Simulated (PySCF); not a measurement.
# SnS²⁺: a session with PySCF

Aim: a converged result for SnS²⁺ from a short script.

The runs use PySCF 2.14.0; method and basis as typed in the script.

6 further runs of the same task are left out: 6 that didn't finish.

## 1. Where the work starts

SnS²⁺: 2 atoms, charge 2, spin multiplicity 1.

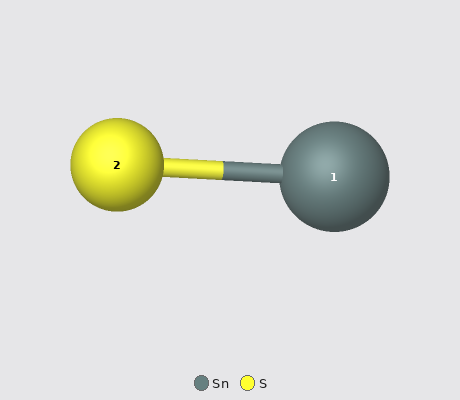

Start geometry, drawn with tin teal, sulfur yellow; atoms are numbered from 1 in the order of the file.

## 2. The script as written

Contents of input.py:

```python
from pyscf import gto, dft

mol = gto.M(
    atom='Sn 0 0 0; S 0 0 2.335',
    basis='lanl2dz',
    ecp={'Sn': 'lanl2dz', 'S': 'lanl2dz'},
    charge=2,
    spin=0,
    verbose=4,
)
mf = dft.UKS(mol, xc='olyp')
mf.kernel()
mf.nuc_grad_method().kernel()
mf.dip_moment()
print('orbital energies (hartree):', [e[max(0, n-3):n+3].round(4) for e, n in zip(mf.mo_energy, mol.nelec)])
```

Started as:

```
$ python input.py
```

The log of the run:

```text
PySCF version 2.14.0

[INPUT] verbose = 4
[INPUT] num. atoms = 2
[INPUT] num. electrons = 8
[INPUT] charge = 2
[INPUT] spin (= nelec alpha-beta = 2S) = 0
[INPUT] symmetry False subgroup None
[INPUT] Mole.unit = angstrom
[INPUT] Symbol           X                Y                Z      unit          X                Y                Z       unit  Magmom
[INPUT]  1 Sn     0.000000000000   0.000000000000   0.000000000000 AA    0.000000000000   0.000000000000   0.000000000000 Bohr   0.0
[INPUT]  2 S      0.000000000000   0.000000000000   2.335000000000 AA    0.000000000000   0.000000000000   4.412510500859 Bohr   0.0

nuclear repulsion = 5.43908054050535
number of shells = 8
number of NR pGTOs = 24
number of NR cGTOs = 16
basis = lanl2dz
ecp = {'Sn': 'lanl2dz', 'S': 'lanl2dz'}

******** <class 'pyscf.dft.uks.UKS'> ********
method = UKS
initial guess = minao
damping factor = 0
level_shift factor = 0
DIIS = <class 'pyscf.scf.diis.CDIIS'>
diis_start_cycle = 1
diis_space = 8
diis_damp = 0
SCF conv_tol = 1e-09
SCF conv_tol_grad = None
SCF max_cycles = 50
direct_scf = True
direct_scf_tol = 1e-13
number electrons alpha = 4  beta = 4
XC library pyscf.dft.libxc version 7.0.0
    S. Lehtola, C. Steigemann, M. J.T. Oliveira, and M. A.L. Marques.,  SoftwareX 7, 1–5 (2018)
XC functionals = olyp
    N. C. Handy and A. J. Cohen.,  Mol. Phys. 99, 403 (2001)
    C. Lee, W. Yang, and R. G. Parr.,  Phys. Rev. B 37, 785 (1988)
    B. Miehlich, A. Savin, H. Stoll, and H. Preuss.,  Chem. Phys. Lett. 157, 200 (1989)
radial grids:
    Treutler-Ahlrichs [JCP 102, 346 (1995); DOI:10.1063/1.469408] (M4) radial grids

becke partition: Becke, JCP 88, 2547 (1988); DOI:10.1063/1.454033
pruning grids: <function nwchem_prune>
grids dens level: 3
symmetrized grids: False
atomic radii adjust function: <function treutler_atomic_radii_adjust>
small_rho_cutoff = 0
Set gradient conv threshold to 3.16228e-05
tot grids = 40840
init E= -5.14747827548652
[... the frontier-level lines of each cycle are left out ...]
cycle= 1 E= -11.3129451777772  delta_E= -6.17  |g|= 1.05  |ddm|= 2.82
cycle= 2 E= -10.6376204024864  delta_E= 0.675  |g|= 1.08  |ddm|= 2.23

cycle= 3 E= -12.1658425366099  delta_E= -1.53  |g|= 0.587  |ddm|= 2.13
cycle= 4 E= -12.3632357377197  delta_E= -0.197  |g|= 0.327  |ddm|= 1.51
cycle= 5 E= -12.4375881894594  delta_E= -0.0744  |g|= 0.264  |ddm|= 1.42
[... 40 lines of further cycles left out ...]
cycle= 46 E= -12.5528526650204  delta_E= 0.00688  |g|= 0.087  |ddm|= 0.21
cycle= 47 E= -12.5552731547664  delta_E= -0.00242  |g|= 0.0788  |ddm|= 0.0549
cycle= 48 E= -12.5541233938575  delta_E= 0.00115  |g|= 0.0834  |ddm|= 0.0199
cycle= 49 E= -12.5583781786009  delta_E= -0.00425  |g|= 0.0656  |ddm|= 0.117
cycle= 50 E= -12.5613099716795  delta_E= -0.00293  |g|= 0.0497  |ddm|=  0.1
SCF not converged.
SCF energy = -12.5613099716795 after 50 cycles  <S^2> = 1.0039404  2S+1 = 2.2395896

WARN: Ground state UKS not converged

******** <class 'pyscf.grad.uks.Gradients'> for <class 'pyscf.dft.uks.UKS'> ********
unit = Eh/Bohr
grid_response = False
--------------- UKS gradients ---------------
         x                y                z
0 Sn     0.0008249189    -0.0004155133     0.0826618453
1 S    -0.0008249105     0.0004159503    -0.0826622129
----------------------------------------------

WARN: System has nonzero charge 2; the dipole moment is origin-dependent.
Location of origin: [0. 0. 0.]

Dipole moment(X, Y, Z, Debye):  0.53083, -0.53992,  4.49837
orbital energies (hartree): [array([-0.8985, -0.7846, -0.7399, -0.7381, -0.5984, -0.5893]), array([-0.9014, -0.7775, -0.7426, -0.7364, -0.5992, -0.5922])]
```

Wall time 5.5 s (1 thread, shared host).

## 3. Diagnosis

The run ended without converging, so the numbers of the unconverged step are no properties of the system. The SCF used up its 50 cycles. The edit to the charge (2) is a valid input, but it leads to a state that the default solver doesn't settle. Over the last ten cycles the energy still swings by 1e-01 hartree.

## 4. After the edit

Contents of input.py:

```python
from pyscf import gto, dft

mol = gto.M(
    atom='Sn 0 0 0; S 0 0 2.335',
    basis='lanl2dz',
    ecp={'Sn': 'lanl2dz', 'S': 'lanl2dz'},
    charge=0,
    spin=0,
    verbose=4,
)
mf = dft.RKS(mol, xc='olyp')
mf.kernel()
mf.nuc_grad_method().kernel()
mf.dip_moment()
print('orbital energies (hartree):', mf.mo_energy[..., max(0, mol.nelec[1]-3):mol.nelec[0]+3].round(4))
```

Started as:

```
$ python input.py
```

Its last lines:

```text
[... earlier lines left out ...]
grid_response = False
--------------- RKS gradients ---------------
         x                y                z
0 Sn    -0.0000000000    -0.0000000000    -0.0110377122
1 S     0.0000000000    -0.0000000000     0.0110377712
----------------------------------------------
Dipole moment(X, Y, Z, Debye): -0.00000, -0.00000, -3.70178
orbital energies (hartree): [-0.2345 -0.2254 -0.2254 -0.1218 -0.1218 -0.0195]
```

Wall time 2.3 s (1 thread, shared host).

## 5. Outcome

| quantity | value |
| --- | --- |
| first try | not converged: SCF after 50 cycles |
| edit | charge: 2 → 0; SCF type: UKS → RKS |
| second try | E(SCF) = -13.517687 Eh, 10 cycles, μ = 3.70 D, gradient on the second atom 0.0110 Eh/bohr |

The second script converges. It answers a changed question, though, since the edit touches what is computed and not only the solver. The bond length is a typed value, not an optimised one.
